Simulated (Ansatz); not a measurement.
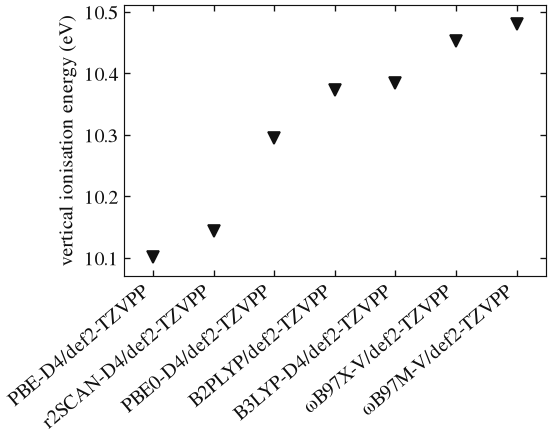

Vertical ionisation energy of B₂NH₅, SMILES BBN, taken as the energy of the cation less that of the neutral at fixed geometry (unrestricted doublet cation, cores frozen in correlated methods, no spin-orbit coupling), the Ansatz code, at a PBE0-D4/def2-TZVP geometry (a minimum by its frequencies).

### What range do the values span?

From 10.10 eV (PBE-D4/def2-TZVPP) to 10.48 eV (ωB97M-V/def2-TZVPP).

### Give the values.

| level | eV |
| --- | --- |
| PBE-D4/def2-TZVPP | 10.10 |
| r2SCAN-D4/def2-TZVPP | 10.14 |
| PBE0-D4/def2-TZVPP | 10.30 |
| B2PLYP/def2-TZVPP | 10.37 |
| B3LYP-D4/def2-TZVPP | 10.38 |
| ωB97X-V/def2-TZVPP | 10.45 |
| ωB97M-V/def2-TZVPP | 10.48 |
